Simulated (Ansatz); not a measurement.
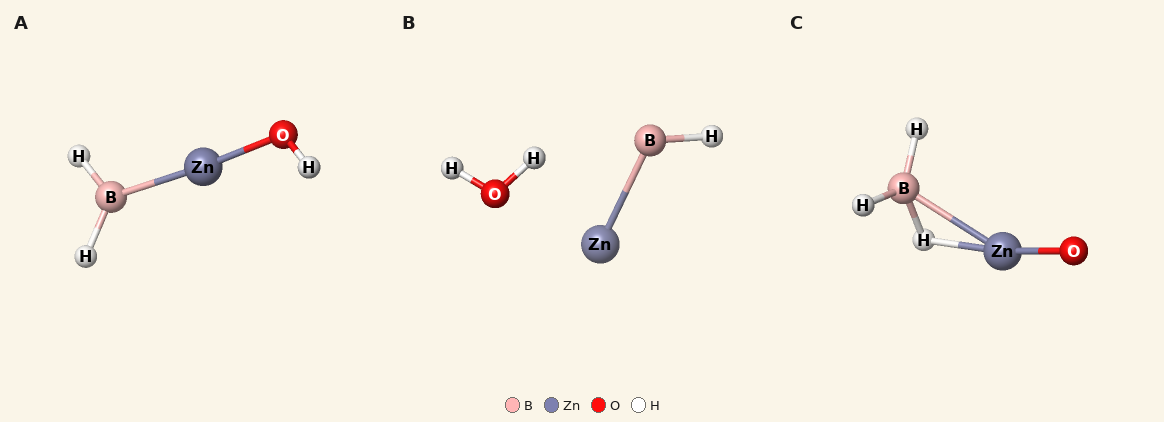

3 stationary structures of one formula. Geometries: PBE0-D4/def2-TZVP. Electronic energies: PBE0-D4/def2-TZVP (Ansatz 0.2.0), without zero-point energy. No frequency run is at hand to confirm each as a minimum.

**Rank them by energy, lowest first.**

A is lowest; B lies 66.5 kcal/mol above it (C1), C lies 73.5 kcal/mol above it (Cs).
